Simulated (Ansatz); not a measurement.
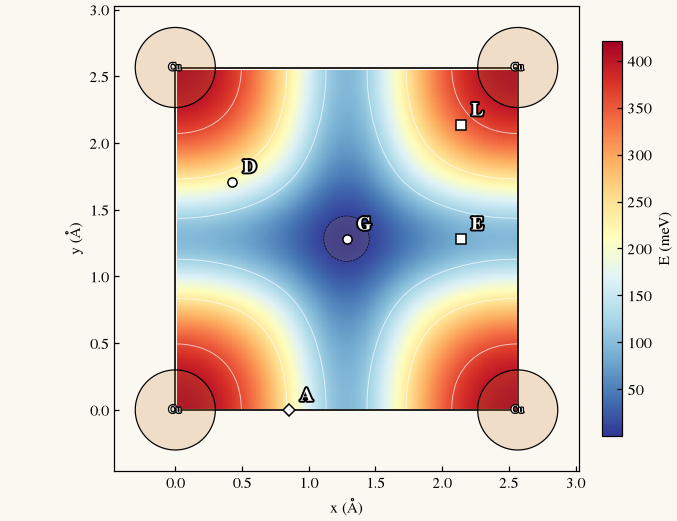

Cl on a Cu(100) slab cut from the Fm-3m phase, its upper half relaxed before the scan (12 atoms of substrate and one adsorbate in a 2 × 2 cell). 
- Cl is moved over the surface cell; relaxed at each place: the height of the adsorbate's atoms; substrate rigid; the origin of the map has the adsorbate above Cu9.
- Places are given modulo a cell vector. The map is drawn in real space over the plane of the surface.
- The grid has 6 × 6 points; 10 points were computed and 26 follow by symmetry.
- Places are given in fractions of the 1 × 1 surface cell.
- Energies: meV, counted from the lowest grid point.
- Theory: DFT PBE, scalar-relativistic, plane waves, PAW in Ansatz. Settings: cutoff 420 eV, k-mesh 5×5×1, gaussian smearing 0.1 eV, no spin polarisation.

The picture shows a smooth colour map with a few white contour lines, labelled circles for the atoms of the top layer and small ones for the second layer, the outline of one cell of the plane, lettered points. Between grid points the surface is interpolated.

### What kind of point is each of A, D, G, L: minimum, saddle, maximum or slope?

A: on a slope; D: on a slope; G: minimum; L: on a slope. (In these two coordinates alone; a stationary point may lie a little off the grid point.)

### Rank the lettered points by energy, lowest first.

G (0 meV), E (85 meV), D (206 meV), A (232 meV), L (336 meV).

PAW datasets: the set soft_1.
